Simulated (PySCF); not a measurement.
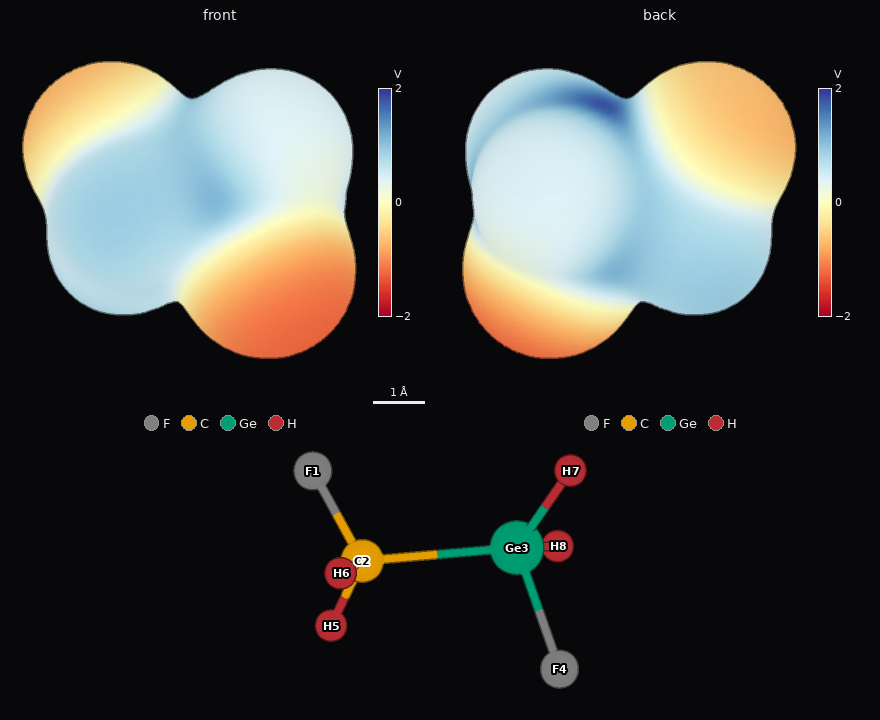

Figure. CH4F2Ge. The electrostatic potential painted on the density surface at 0.001 e/bohr³, seen from the front and from behind; red is negative and blue positive. The bare structure is drawn below in the same view.

Geometry: GFN2-xTB.

All numbers below come from CAM-B3LYP/def2-SVPD, SCF density, gas phase (PySCF).

```xyz
8

F     1.7369    0.0263    1.0567
C     1.0295    0.1650   -0.1133
Ge   -0.9096   -0.1682    0.2001
F    -1.5644    0.0852   -1.4024
H     1.4451   -0.5492   -0.8310
H     1.2032    1.1817   -0.4798
H    -1.6318    0.8535    1.0320
H    -1.2998   -1.5850    0.5131
```

Q: Describe the electrostatic potential map.

A: The most negative region (about −1.2 V) lies over F4, the most positive (about +1.7 V) over Ge3.

Q: How polar is the molecule by this calculation?

A: Its dipole moment is 0.91 D.
